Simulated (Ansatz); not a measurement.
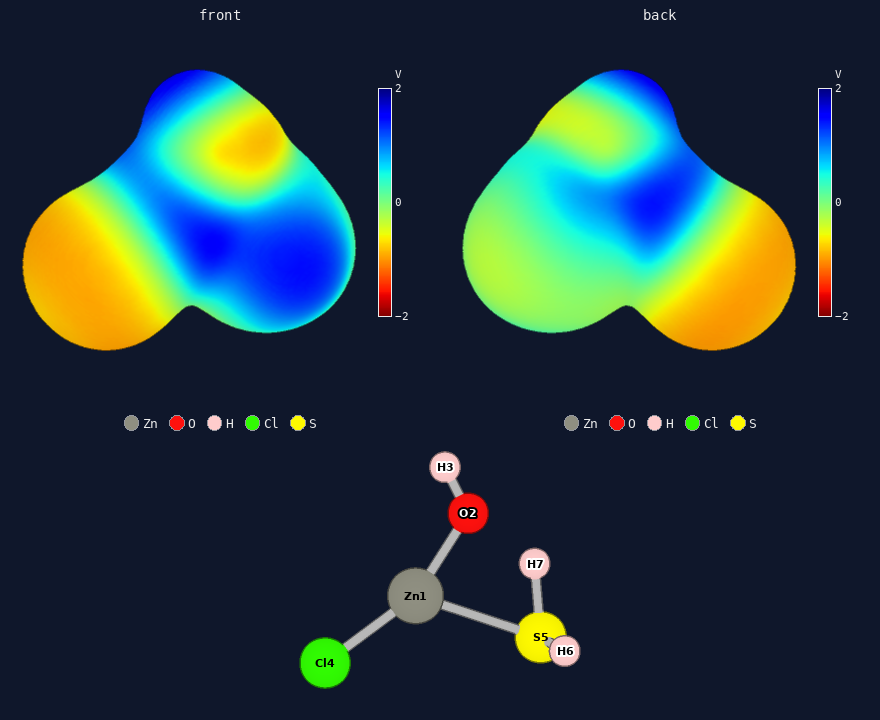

ClH3OSZn. The molecular electrostatic potential painted on the density surface at 0.001 e/bohr³, seen from the front and from behind; the colour scale runs from red (negative) to blue (positive). The bare structure is drawn below in the same view.

Level of theory: Ansatz 0.2.0, RKS PBE/def2-SVP.

Input

```
crystal:
  periodic: [false, false, false]
  atoms:
    - { symbol: Zn, position_ang: [-0.274249, -0.14243, 0.014922] }
    - { symbol: O, position_ang: [-0.280602, -0.32159, 1.799918] }
    - { symbol: H, position_ang: [-1.1341, -0.091887, 2.211565] }
    - { symbol: Cl, position_ang: [-0.402829, -0.084085, -2.088273] }
    - { symbol: S, position_ang: [2.822149, 0.802444, 1.24196] }
    - { symbol: H, position_ang: [3.17845, -0.509235, 1.322533] }
    - { symbol: H, position_ang: [1.717481, 0.578784, 2.050475] }
basis:
  gaussian: { orbitals: def2-SVP }
hamiltonian:
  xc: pbe
relax:
  f_tol: 0.03
  max_steps: 50
output:
  orbitals: {}
```

Run with:

```sh
ansatz run input.yaml --threads 2 --pin off --max-ram 3072MiB --backend cpu --events-out ev --progress --plain --runs-dir out
```

The fields are those of the run's last geometry, not of the input's.

> Which sites attract a positive test charge, and which a negative one?

A positive charge is drawn to the negative regions and a negative charge to the positive ones. The most negative region (about −1.0 V, or −23 kcal/mol for a unit charge) lies over Cl4, the most positive (about +1.6 V, or +37 kcal/mol for a unit charge) over H3.
